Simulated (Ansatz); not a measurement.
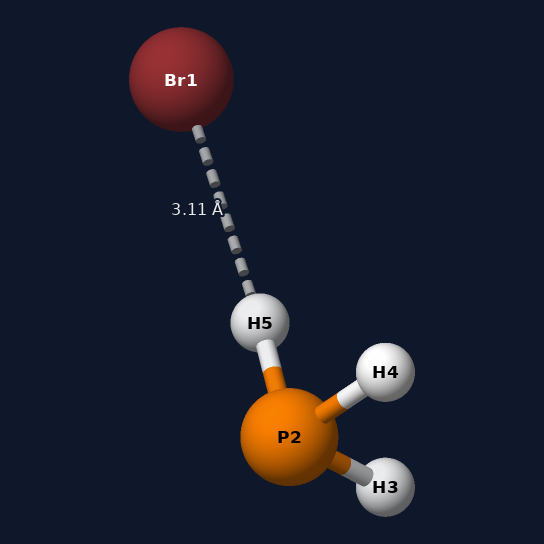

Two molecules or ions; the broken line marks their closest contact (measured against van der Waals radii). State: charge −1, singlet. Geometry: a pair of rigid molecules at a changed separation. Program: Ansatz 0.2.0.

Q: Which two species are they?

A: Br and PH3 (`P.[Br-]`).

Give the counterpoise-corrected interaction energy (kJ/mol, monomers kept as in the pair) with RHF-CCSD(T) (frozen core)/def2-TZVPPD; ωB97M-V/def2-TZVPPD.

| level | interaction energy (kJ/mol) |
| --- | --- |
| RHF-CCSD(T) (frozen core)/def2-TZVPPD | −17.6 |
| ωB97M-V/def2-TZVPPD | −18.2 |
